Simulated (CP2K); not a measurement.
Consider cyanamide at its PBE geometry (Å).

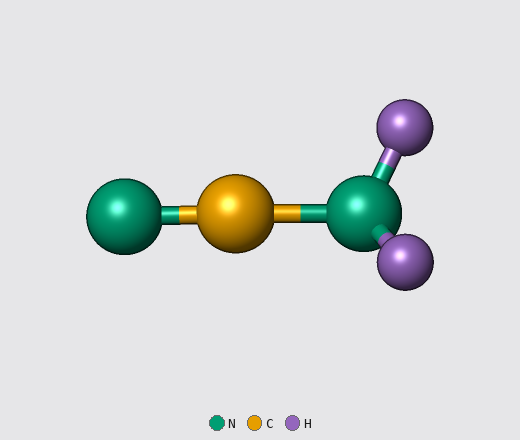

The molecule (nitrogen teal, carbon orange, hydrogen purple).

```xyz
5

N    -0.5839    0.0175    0.1875
C     0.7572   -0.0334    0.0553
N     1.9263   -0.0732    0.0055
H    -1.0150    0.8924   -0.1021
H    -1.0846   -0.8034   -0.1460
```

Method: CP2K XAS_TDP, all-electron GAPW, PBEh(45%), aug-cc-pVTZ, TDA, GW2X-corrected core level, no relativity.

**Question.** Where do the N K-edge lines lie, and how strong are they?

Leading lines: N1 403.43 eV and N3 398.63 eV. The leading line of an atom is its first one with 35 % of the strongest within 2.5 eV of its lowest line over the strength cut. Core ionisation energies at this level: N1 406.36 and N3 403.81 eV.

The first six lines of each atom with a strength over 0.0015:

```
                    atom  energy (eV)  states  strength, one atom  above the computed threshold
N1 (bonded to C and 2 H)       402.71       1              0.0047                              
                               403.43       1              0.0194                              
                               404.61       1              0.0244                              
                               404.76       1              0.0101                              
                               405.29       1              0.0192                              
                               405.49       1              0.0017                              
        N3 (bonded to C)       398.63       1              0.0588                              
                               400.09       1              0.0517                              
                               401.42       1              0.0025                              
                               403.86       1              0.0059                           yes
                               405.48       1              0.0040                           yes
                               405.84       1              0.0047                           yes
```

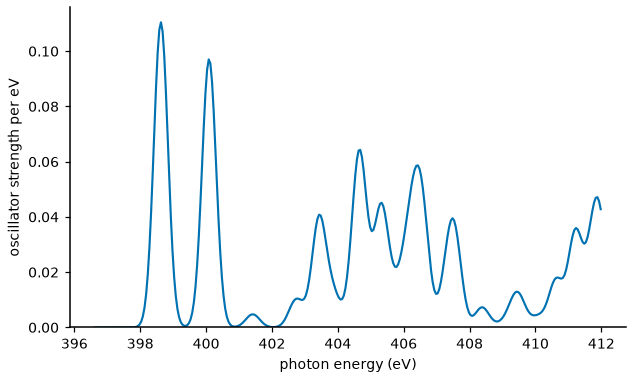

All atoms added, broadened by 0.5 eV.

Lines are vertical, at one geometry, with no vibrational structure. GW2X ionisation energies and lines can be off by 1 to 2 eV either way, and a good line position may hide errors that cancel. These values hold no scalar relativity, about 0.2 eV for N 1s. Rydberg lines, and the discretised continuum above threshold, depend on the basis and the box.

[Banner, clock and machine lines of the logs are left out without a mark of their own.]

[Logs are printed without paths, hosts, clocks, repeated set-up lines and the standing remarks that a program may print on its own settings, such as how far it seeks lower states.]

[Hosts, paths, dates, database ids (printed as entryN), source tags and the programs' standing remarks are cut or masked in the printed files.]
